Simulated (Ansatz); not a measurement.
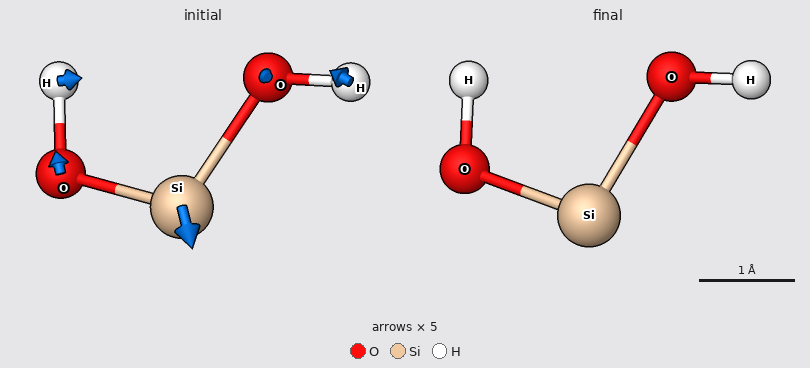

The structure of SiH₂O₂ (coarse preliminary run) before (left) and after (right) a relaxation, at one scale. The blue arrows give the displacements, magnified 5 times.

A ball-and-stick model, seen at a tilt.

The start comes from a force field.

All numbers below come from RKS PBE-D4/def2-SVP (Ansatz 0.2.0).

Input file:
```yaml
crystal:
  periodic: [false, false, false]
  atoms:
    - {symbol: O, position_ang: [-1.478200, -0.156900, -0.259200]}
    - {symbol: Si, position_ang: [-0.218600, -0.728200, 0.528000]}
    - {symbol: O, position_ang: [1.057600, 0.195400, 0.076400]}
    - {symbol: H, position_ang: [-1.263100, 0.661300, -0.846100]}
    - {symbol: H, position_ang: [1.952300, -0.045200, 0.459500]}
basis:
  gaussian: {orbitals: def2-SVP}
hamiltonian: {xc: pbe, dispersion: d4}
relax: {f_tol: 0.03, max_steps: 200}
```

Describe what moved and what it gained.

Over 5 geometry steps the energy falls by 6.99 kcal/mol. Largest force component: 3 eV/Å at the start, 0.0083 eV/Å at the end. The atom that moves furthest after the best rigid fit is Si2 (0.100 Å). By element the largest moves are Si 0.100 Å, H 0.057 Å, O 0.052 Å. Some distances before and after: O1–Si2 1.591 → 1.680 Å, Si2–O3 1.639 → 1.701 Å, O1–H4 1.030 → 0.980 Å, O3–H5 1.003 → 0.975 Å. Bond angles that change, for instance: O1–Si2–O3 106.1° → 98.3°, Si2–O3–H5 117.0° → 114.1°.
